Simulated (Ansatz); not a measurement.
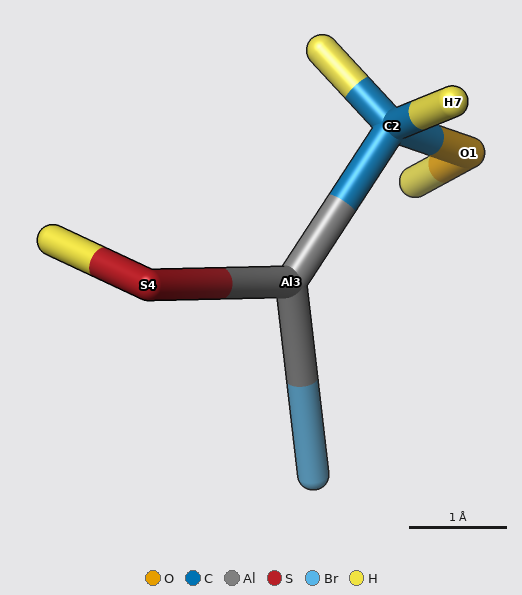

The starting structure (stick view, seen at a tilt; atoms are numbered from 1 in the order of the input). Sticks mark near contacts.

**Geometry relaxation of CH₄AlBrOS (part 1 of 2)**

System: CH₄AlBrOS, SMILES O[CH2][Al]([SH])[Br].
Method: RHF/def2-SVP (Ansatz 0.2.0).

It belongs to a series of runs on one base structure; here: end point B relaxed. Figures and captions count atoms from 1; the log counts them from 0 in places.

### Output
```
The last accepted step is kept in [file] (removed where the run ends without a failure and the disk answers)
Engine: ansatz 0.2.0, aarch64-unknown-linux-gnu
Functional definition: HF
  exchange = exact_x
  correlation = 0
1195 factors; integrals over basis functions are off by at most 3.3e-4 eV
mean field evaluation 1: about -90513.1289 eV, gradient 3.1e1 eV
mean field evaluation 2: about -90513.1964 eV, gradient 3.1e1 eV
mean field evaluation 4: about -90515.8283 eV, gradient 3.2e0 eV
mean field evaluation 8: about -90515.8709 eV, gradient 3.2e-4 eV
mean field -90515.87090444 eV, -3326.3969018773 hartree, gradient 1.3e-5 eV, S^2 0.000000; 0 other end points of the search recorded, 0 dependent functions left out
the calculation of the forces begins
reference -90515.87090444 eV, -3326.3969018773 hartree; 41, 41 occupied and 75, 75 virtual orbitals, 1195 factors
relax step   1: F+E_penalty+E_count = -90515.87090444 eV  Δ(F+E_penalty+E_count) = +0.000e0 eV  max|allowed force component| = 4.503e0 eV/Å  Δτ_max = 0.0000 Å  (34 SCF iters, accepted)
these checks for a lower state are left out or cut short: starts, cluster_reference, orbital_swaps, neighbouring_geometries, increment
1195 factors; integrals over basis functions are off by at most 3.3e-4 eV
mean field evaluation 16: about -90516.3932 eV, gradient 2.1e-3 eV
mean field -90516.39320721 eV, -3326.4160961502 hartree, gradient 2.1e-5 eV, S^2 0.000000; 0 other end points of the search recorded, 0 dependent functions left out
[... from here on the field's lines of each further geometry are left out, up to the last ...]
relax step   2: F+E_penalty+E_count = -90516.39320721 eV  Δ(F+E_penalty+E_count) = -5.223e-1 eV  max|allowed force component| = 1.067e0 eV/Å  Δτ_max = 0.1933 Å  (33 SCF iters, accepted)
relax step   3: F+E_penalty+E_count = -90516.44502358 eV  Δ(F+E_penalty+E_count) = -5.182e-2 eV  max|allowed force component| = 3.130e-1 eV/Å  Δτ_max = 0.1141 Å  (34 SCF iters, accepted)
relax step   4: F+E_penalty+E_count = -90516.45637798 eV  Δ(F+E_penalty+E_count) = -1.135e-2 eV  max|allowed force component| = 2.930e-1 eV/Å  Δτ_max = 0.1184 Å  (32 SCF iters, accepted)
relax step   5: F+E_penalty+E_count = -90516.46613852 eV  Δ(F+E_penalty+E_count) = -9.761e-3 eV  max|allowed force component| = 2.030e-1 eV/Å  Δτ_max = 0.1020 Å  (32 SCF iters, accepted)
relax step   6: F+E_penalty+E_count = -90516.47316550 eV  Δ(F+E_penalty+E_count) = -7.027e-3 eV  max|allowed force component| = 7.398e-1 eV/Å  Δτ_max = 0.1921 Å  (31 SCF iters, accepted)
relax step   7: F+E_penalty+E_count = -90516.52861344 eV  Δ(F+E_penalty+E_count) = -5.545e-2 eV  max|allowed force component| = 5.736e-1 eV/Å  Δτ_max = 0.2000 Å  (31 SCF iters, accepted)
relax step   8: F+E_penalty+E_count = -90516.58701694 eV  Δ(F+E_penalty+E_count) = -5.840e-2 eV  max|allowed force component| = 3.054e-1 eV/Å  Δτ_max = 0.2000 Å  (31 SCF iters, accepted)
relax step   9: F+E_penalty+E_count = -90516.63049217 eV  Δ(F+E_penalty+E_count) = -4.348e-2 eV  max|allowed force component| = 3.493e-1 eV/Å  Δτ_max = 0.2000 Å  (31 SCF iters, accepted)
relax step  10: F+E_penalty+E_count = -90516.63743780 eV  Δ(F+E_penalty+E_count) = -6.946e-3 eV  max|allowed force component| = 3.676e-1 eV/Å  Δτ_max = 0.2000 Å  (32 SCF iters, accepted)
relax step  11: F+E_penalty+E_count = -90516.61776277 eV  Δ(F+E_penalty+E_count) = +1.968e-2 eV  max|allowed force component| = 4.360e-1 eV/Å  Δτ_max = 0.1730 Å  (32 SCF iters, rejected (line search))
relax step  12: F+E_penalty+E_count = -90516.65966945 eV  Δ(F+E_penalty+E_count) = -2.223e-2 eV  max|allowed force component| = 2.531e-1 eV/Å  Δτ_max = 0.0835 Å  (32 SCF iters, accepted)
relax step  13: F+E_penalty+E_count = -90516.66764934 eV  Δ(F+E_penalty+E_count) = -7.980e-3 eV  max|allowed force component| = 5.561e-2 eV/Å  Δτ_max = 0.0896 Å  (32 SCF iters, accepted)
relax step  14: F+E_penalty+E_count = -90516.66920311 eV  Δ(F+E_penalty+E_count) = -1.554e-3 eV  max|allowed force component| = 1.858e-1 eV/Å  Δτ_max = 0.1211 Å  (33 SCF iters, accepted)
relax step  15: F+E_penalty+E_count = -90516.67266456 eV  Δ(F+E_penalty+E_count) = -3.461e-3 eV  max|allowed force component| = 8.500e-2 eV/Å  Δτ_max = 0.0215 Å  (34 SCF iters, accepted)
relax step  16: F+E_penalty+E_count = -90516.67474162 eV  Δ(F+E_penalty+E_count) = -2.077e-3 eV  max|allowed force component| = 5.611e-2 eV/Å  Δτ_max = 0.0585 Å  (34 SCF iters, accepted)
relax step  17: F+E_penalty+E_count = -90516.67563656 eV  Δ(F+E_penalty+E_count) = -8.949e-4 eV  max|allowed force component| = 5.952e-2 eV/Å  Δτ_max = 0.0646 Å  (33 SCF iters, accepted)
relax step  18: F+E_penalty+E_count = -90516.67586724 eV  Δ(F+E_penalty+E_count) = -2.307e-4 eV  max|allowed force component| = 7.819e-2 eV/Å  Δτ_max = 0.0547 Å  (34 SCF iters, accepted)
relax step  19: F+E_penalty+E_count = -90516.67636141 eV  Δ(F+E_penalty+E_count) = -4.942e-4 eV  max|allowed force component| = 3.672e-2 eV/Å  Δτ_max = 0.0091 Å  (27 SCF iters, accepted)
the calculation of the forces begins
reference -90516.67649239 eV, -3326.4265066883 hartree; 41, 41 occupied and 75, 75 virtual orbitals, 1195 factors
relax step  20: F+E_penalty+E_count = -90516.67649239 eV  Δ(F+E_penalty+E_count) = -1.310e-4 eV  max|allowed force component| = 1.147e-2 eV/Å  Δτ_max = 0.0041 Å  (27 SCF iters, accepted)
```

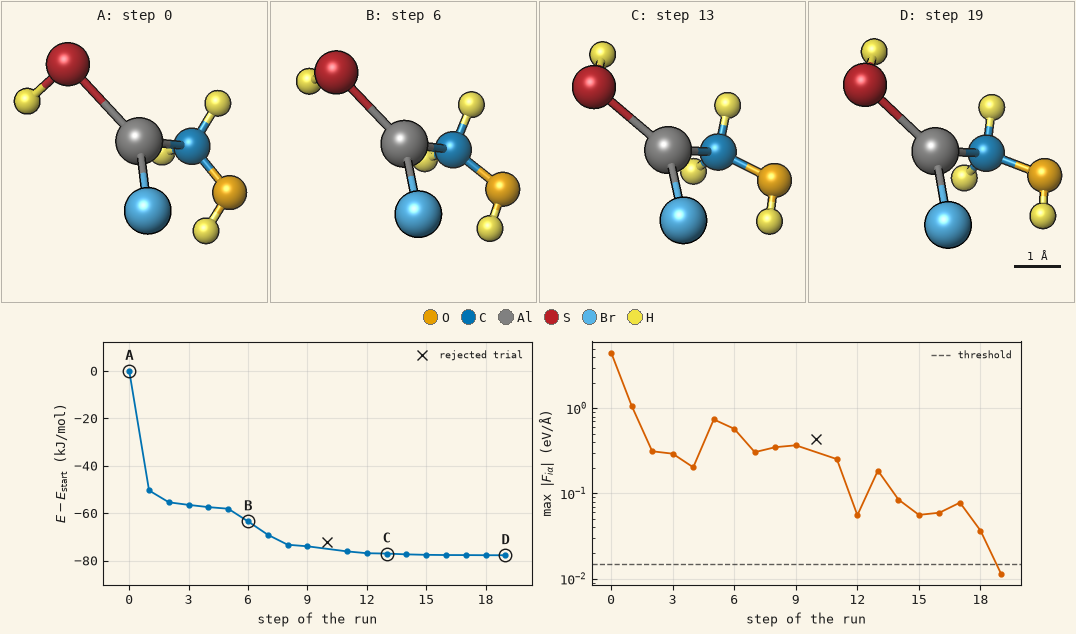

Frames of the relaxation (ball-and-stick view, seen at a tilt) above the curves, on which the letters mark them (the first geometry is step 0 here and step 1 in the log).

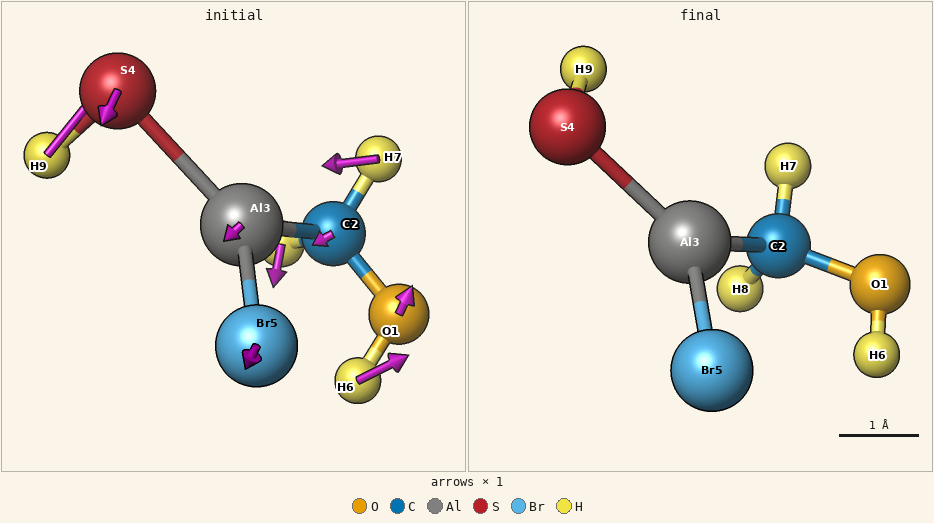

Before (left) and after (right) the relaxation, at one scale (ball-and-stick view, seen at a tilt). The pink arrows give the displacements, at true length. The energy falls by 77.7 kJ/mol in 19 geometry steps. Largest force component: 4.5 eV/Å at the start, 0.011 eV/Å at the end. The line search rejected the trial step at point 10 (counted from 0) and went back. H9 moves most after the best rigid fit: 1.43 Å. Largest moves by element: H 1.43 Å, S 0.57 Å, O 0.43 Å, Br 0.40 Å, Al 0.33 Å, C 0.32 Å. Among the contacts that change: Al3–S4 2.339 → 2.184 Å, Al3–Br5 2.369 → 2.268 Å, O1–C2 1.337 → 1.410 Å, O1–H6 1.007 → 0.944 Å. Among the angles that change: Al3–S4–H9 88.0° → 96.2°, H7–C2–H8 111.6° → 104.8°, Al3–C2–H8 106.1° → 111.6°. (Atoms are counted from 1 in the order of the input.)

```
1195 factors; integrals over basis functions are off by at most 1.0e-3 eV
mean field -90516.67649239 eV, -3326.4265066883 hartree, gradient 2.1e-5 eV, S^2 0.000000; 1 other end points of the search recorded, 0 dependent functions left out
the calculation of the forces begins
reference -90516.67649239 eV, -3326.4265066883 hartree; 41, 41 occupied and 75, 75 virtual orbitals, 1195 factors
Total energy: -90516.67649239 eV, -3326.4265066883 hartree
Atom 0 at    -1.335697     0.757604     0.549611 Å, force    -0.005815    -0.003441    -0.011467 eV/Å
Atom 1 at    -1.047867    -0.622151     0.519949 Å, force     0.005953    -0.002489     0.010585 eV/Å
Atom 2 at    -1.892463    -1.558776    -1.009302 Å, force    -0.001868     0.003134    -0.003151 eV/Å
Atom 3 at    -1.052490    -3.284975    -2.050061 Å, force     0.000946     0.002047     0.001318 eV/Å
Atom 4 at    -3.928836    -0.843292    -1.704351 Å, force    -0.000572    -0.002086    -0.001525 eV/Å
Atom 5 at    -2.263732     0.895918     0.655806 Å, force     0.003382     0.000710     0.005002 eV/Å
Atom 6 at     0.038289    -0.711951     0.438610 Å, force     0.003015     0.001481     0.001563 eV/Å
Atom 7 at    -1.299138    -1.101826     1.476106 Å, force    -0.002316     0.000817    -0.000958 eV/Å
Atom 8 at     0.092944    -3.327431    -1.359908 Å, force    -0.002726    -0.000173    -0.001366 eV/Å
Dipole moment:     0.198524    -0.184094     0.351387 e Å
```

### Trajectory as extended XYZ (Å, eV, eV/Å), 20 frames, from step=1 to step=20
```
9
Properties=species:S:1:pos:R:3:forces:R:3 step=1 energy=-90515.87090
O    -1.6629    0.6538    0.7540   -4.5030   1.4969   1.9501
C    -0.8368   -0.3470    0.4309    1.1928  -2.1032  -1.6229
Al   -1.6519   -1.3861   -1.0321    0.0953  -1.0774  -1.8263
S    -0.5311   -3.1969   -2.0003   -1.3279   0.4129   1.4989
Br   -3.7725   -0.8099   -1.9183    1.0620  -0.2973   0.6067
H    -2.5618    0.2828    1.0153    2.7516   1.4590  -0.7266
H     0.1328    0.0648    0.0580   -0.5853  -0.4432   0.6397
H    -0.6865   -1.0482    1.2520    0.7393   0.0340   0.3477
H    -1.1182   -4.0102   -1.0431    0.5752   0.5183  -0.8674
9
Properties=species:S:1:pos:R:3:forces:R:3 step=2 energy=-90516.39321
O    -1.6850    0.7265    0.7991   -1.0674   0.2498   0.4045
C    -0.9225   -0.3646    0.4056    0.6231  -0.6137  -0.3249
Al   -1.5885   -1.4183   -1.1496   -0.1605  -0.2151   0.4535
S    -0.5857   -3.2043   -2.0085   -0.1091  -0.3264   0.3487
Br   -3.6634   -0.8637   -1.8488   -0.1390   0.0389  -0.1553
H    -2.5538    0.4551    1.1026    0.8491   0.1995  -0.3711
H     0.0576    0.0164    0.0846   -0.1143   0.0742   0.1309
H    -0.6757   -1.0214    1.2561   -0.0645  -0.0065  -0.0962
H    -1.0719   -4.1226   -1.1246    0.1826   0.5993  -0.3901
9
Properties=species:S:1:pos:R:3:forces:R:3 step=3 energy=-90516.44502
O    -1.6676    0.7184    0.7928   -0.1596   0.1805   0.1021
C    -0.9095   -0.3903    0.4015    0.1898  -0.3130  -0.0830
Al   -1.6282   -1.4446   -1.1253    0.0441   0.1201   0.1597
S    -0.5704   -3.1652   -2.0154   -0.1134  -0.2115   0.2593
Br   -3.6958   -0.8954   -1.8598   -0.0876   0.0079  -0.0405
H    -2.5386    0.4616    1.0562    0.1274  -0.0049  -0.0805
H     0.0766   -0.0138    0.1046   -0.0869   0.0046  -0.0342
H    -0.6824   -1.0537    1.2517   -0.0766   0.0307  -0.0216
H    -1.0731   -4.0140   -1.0898    0.1628   0.1855  -0.2612
9
Properties=species:S:1:pos:R:3:forces:R:3 step=4 energy=-90516.45638
O    -1.6223    0.7356    0.7911   -0.0813   0.0390  -0.0383
C    -0.9328   -0.4235    0.4002    0.1772   0.0967   0.2930
Al   -1.6754   -1.4547   -1.1013   -0.1035   0.0209  -0.1913
S    -0.5772   -3.1330   -2.0310   -0.0911  -0.0592   0.1084
Br   -3.7396   -0.8808   -1.8549    0.0411  -0.0388   0.0205
H    -2.5112    0.5295    1.0294   -0.0313   0.0062  -0.0185
H     0.0651   -0.0907    0.0975    0.0171  -0.0793  -0.0643
H    -0.7398   -1.0770    1.2644   -0.0042  -0.0407  -0.0258
H    -0.9558   -4.0023   -1.0789    0.0760   0.0551  -0.0835
9
Properties=species:S:1:pos:R:3:forces:R:3 step=5 energy=-90516.46614
O    -1.5951    0.7458    0.7866   -0.0653  -0.0753  -0.0311
C    -0.9391   -0.4409    0.4092    0.0661   0.1496   0.2030
Al   -1.7077   -1.4451   -1.1016   -0.0666  -0.0467  -0.1303
S    -0.6095   -3.1141   -2.0495   -0.0843  -0.1136   0.0695
Br   -3.7750   -0.8776   -1.8521    0.0696  -0.0098   0.0329
H    -2.4982    0.5711    1.0000    0.0423   0.0235  -0.0220
H     0.0720   -0.1478    0.1060   -0.0255  -0.0621  -0.0136
H    -0.7793   -1.1003    1.2760   -0.0024  -0.0017  -0.0266
H    -0.8570   -3.9880   -1.0582    0.0660   0.1361  -0.0817
9
Properties=species:S:1:pos:R:3:forces:R:3 step=6 energy=-90516.47317
O    -1.5595    0.7527    0.7780   -0.1497  -0.2390  -0.0191
C    -0.9525   -0.4698    0.4203    0.0376   0.1134   0.0469
Al   -1.7451   -1.4359   -1.1148    0.0151  -0.1044  -0.0142
S    -0.6899   -3.1104   -2.1028   -0.1037  -0.5639   0.7398
Br   -3.8117   -0.8623   -1.8486    0.0318   0.0516   0.0053
H    -2.4792    0.6227    0.9658    0.2359   0.0352  -0.0511
H     0.0774   -0.2346    0.1207   -0.1252  -0.0140   0.0734
H    -0.8397   -1.1368    1.2903   -0.0174   0.0776  -0.0468
H    -0.6889   -3.9224   -0.9924    0.0757   0.6435  -0.7342
9
Properties=species:S:1:pos:R:3:forces:R:3 step=7 energy=-90516.52861
O    -1.5607    0.7272    0.7579    0.0112  -0.0742   0.0007
C    -0.9615   -0.4981    0.4112   -0.0376  -0.0111   0.0161
Al   -1.7772   -1.4480   -1.1214    0.0601  -0.0956  -0.0384
S    -0.7851   -3.1634   -2.0987   -0.0760  -0.2859   0.5736
Br   -3.8109   -0.7618   -1.8460    0.0222   0.0062  -0.0471
H    -2.4773    0.6059    0.9499    0.0456   0.0064  -0.0185
H     0.0681   -0.2748    0.1155   -0.0069   0.0216   0.0281
H    -0.8587   -1.1614    1.2821   -0.0074   0.0311   0.0343
H    -0.5258   -3.8225   -0.9340   -0.0114   0.4015  -0.5488
```
